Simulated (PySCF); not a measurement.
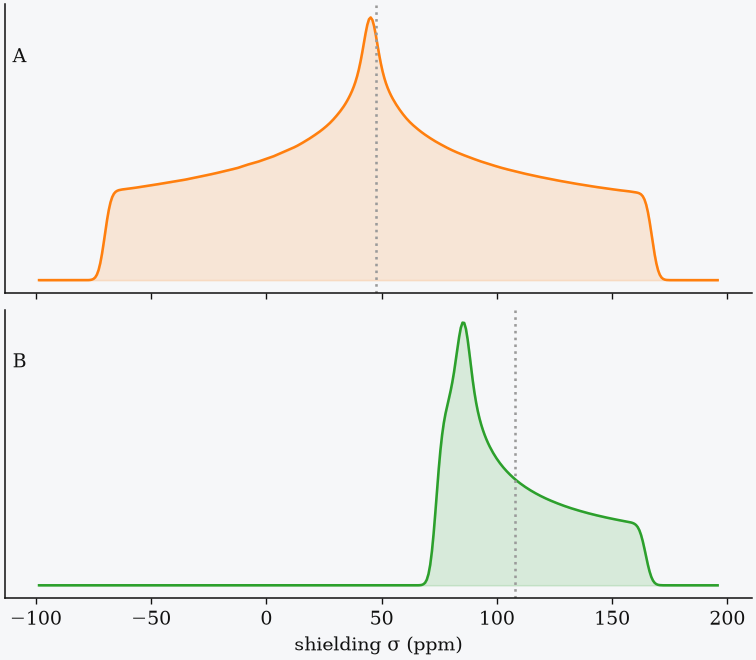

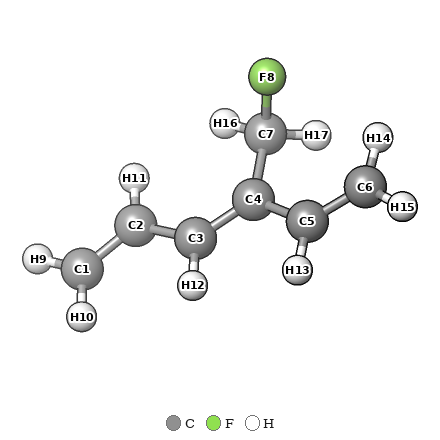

Static powder patterns (¹³C) from GIAO shielding tensors of C₇H₉F, SMILES C=C/C=C(/C=C)CF, PBE0/pcSseg-1 with PySCF 2.14.0, at a GFN2-xTB geometry (no frequency check); absolute shielding, one fixed geometry of the isolated molecule without any motion, no dipolar terms. The dotted line is the isotropic value; skew is 3(σiso − σ22)/span.

The panels belong to C2 and C7. Which is which?

Answer. panel A: C2, σ11, σ22, σ33 = −70, 45, 167 ppm, isotropic 47, span 237 ppm, skew 0.03; panel B: C7, σ11, σ22, σ33 = 74, 86, 165 ppm, isotropic 108, span 91 ppm, skew 0.74.

Note: the tight-binding geometry is rougher than a DFT one and adds to the error; one conformer of a flexible molecule.
